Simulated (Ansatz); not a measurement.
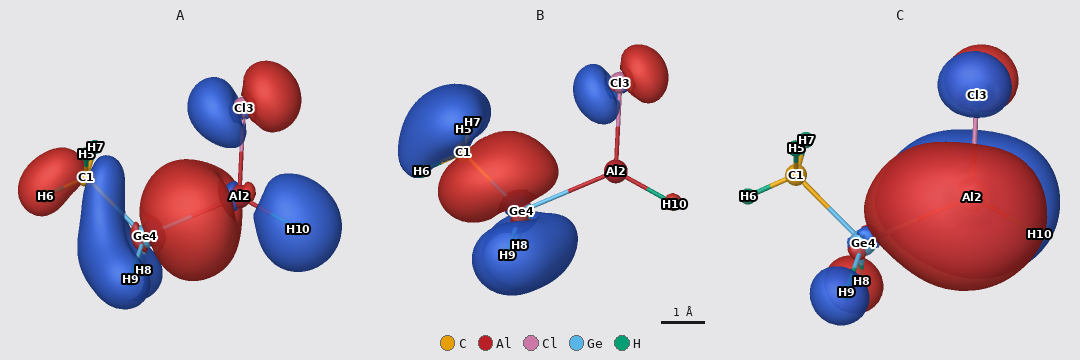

Figure 1: CH6AlClGe (SMILES [CH3][GeH2][AlH][Cl]). Three frontier orbitals at ±0.08 Å⁻³ᐟ² (blue and red are the two phases), in no order.

Geometry: r2SCAN-D4/def2-SVP.

These are results of isolated molecule in a Gaussian basis; Kohn-Sham density functional theory, functional PBE0 (Ansatz 0.2.0), not measurements.

```xyz
10

C    -1.7759   -0.9002    0.7586
Al    1.2971   -2.2374   -0.7473
Cl    2.2483   -1.7617    1.0879
Ge   -1.1036   -1.7132   -0.8981
H    -1.6261   -1.5856    1.6055
H    -2.8488   -0.6748    0.6695
H    -1.2336    0.0326    0.9710
H    -1.3812   -0.7547   -2.0780
H    -1.9228   -2.9879   -1.2014
H     2.2275   -2.8888   -1.8527
```

> Order the three orbitals by energy and name them.

B is the HOMO−1 (−8.99 eV). It lies mainly on C1 (about 35 %), Ge4 (about 30 %), H8 (about 5 %) and H9 (about 5 %). A is the HOMO (−7.55 eV). By Hirshfeld shares it lies mainly on Ge4 (about 35 %), Al2 (about 25 %), H10 (about 15 %) and Cl3 (about 10 %). C is the LUMO (−1.88 eV). By Hirshfeld shares it lies mainly on Al2 (about 65 %), Ge4 (about 15 %) and Cl3 (about 10 %).

> What is the HOMO–LUMO gap?

5.67 eV between the orbital energies.
